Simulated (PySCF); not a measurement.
Molecule: C₄H₁₂O₄Si₂, SMILES C[Si](O)(O)/C=C/[Si](C)(O)O. Atoms near the plane z = 0.0 Å, at the GFN2-xTB optimised geometry (x, y, z in Å): Si7 (-0.2, -0.3, 0.0), C8 (-0.9, 1.5, 0.0), O9 (1.4, -0.3, 0.0), H18 (-0.7, 2.0, 1.0), H19 (-0.3, 2.1, -0.7), H20 (-1.9, 1.5, -0.2), H21 (1.9, 0.1, 0.7).

Method: PBE0/def2-SVP in PySCF 2.14.0. Cells within 0.4 Å of a nucleus heavier than hydrogen are left out (blank, or x). The values are rescaled to run from 0 to 1.

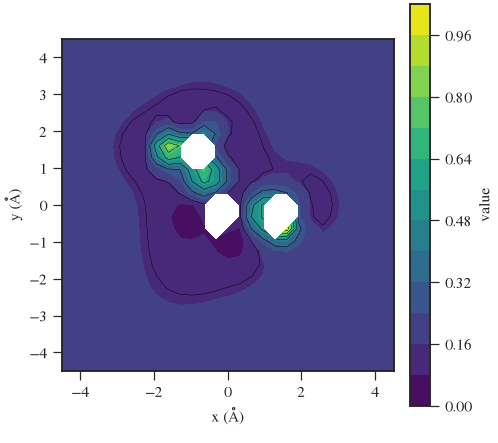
Fig. 1. a field on the plane z = 0.0 Å.

Problem. Which quantity is mapped?
(A) electron localisation function
(B) an orbital amplitude
(C) Laplacian of the electron density
(D) deformation density (molecule minus spherical neutral atoms)

Solution. D, deformation density (molecule minus spherical neutral atoms). In full: deformation density (molecule minus spherical neutral atoms) (e/bohr³).
